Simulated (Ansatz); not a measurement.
**Abstraction of H: SnH3Cl + SbH(CH2)(CH3) → SnH2Cl + SbH(CH3)2**

Species: SnH3Cl `[Cl][SnH3]`, singlet; SbH(CH2)(CH3), doublet; SnH2Cl `[Cl][SnH2]`, doublet; SbH(CH3)2, singlet. A radical takes H: the energy is the difference in strength between the Sn–H bond broken and the C–H bond made.

Shapes, held fixed at every level: PBE0-D4/def2-TZVP. Flexible molecules stand in one conformer, not always the lowest. Programs: Ansatz 0.2.0. The zero-point and thermal change to 298 K, harmonic and unscaled (PBE0-D4/def2-TZVP), is +14.2 kJ/mol.

| level | kind | ΔH(298 K) (kJ/mol) | less CCSD(T)/def2-TZVPP |
| --- | --- | --- | --- |
| MP2/def2-SVP | perturbation theory | -123.2 | -15.3 |
| MP2/def2-TZVPP | perturbation theory | -120.7 | -12.8 |
| SPW92/def2-TZVPP | LDA | -130.9 | -23.0 |
| PBE-D4/def2-TZVPP | GGA | -122.0 | -14.1 |
| wB97M-V/def2-TZVPP | range-separated hybrid | -117.7 | -9.8 |
| CCSD(T)/def2-SVP | coupled cluster or CI | -113.0 | -5.1 |
| CCSD/def2-SVP | coupled cluster or CI | -110.2 | -2.3 |
| CCSD(T)/def2-TZVPP | coupled cluster or CI | -107.9 | 0.0 |

The highest level, CCSD(T)/def2-TZVPP, gives ΔH(298 K) = -107.9 kJ/mol; the levels span -130.9 to -107.9. The column of differences is taken from that level and isn't an error. No measured value is set beside it here. Open shells run unrestricted. For atoms past krypton def2 sets carry core potentials with scalar relativity. Outer-core shells of Sb, Sn are correlated, in sets that cover them unevenly.

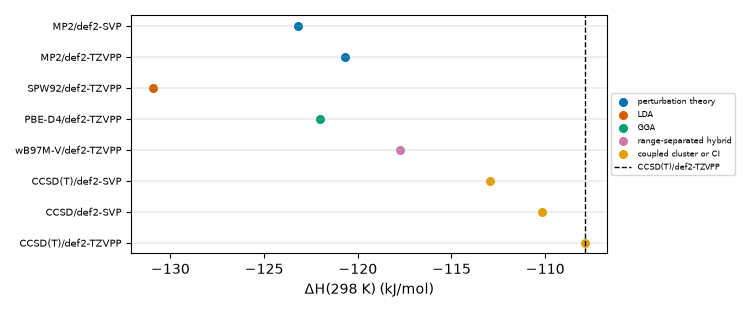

The values of the table, level by level.
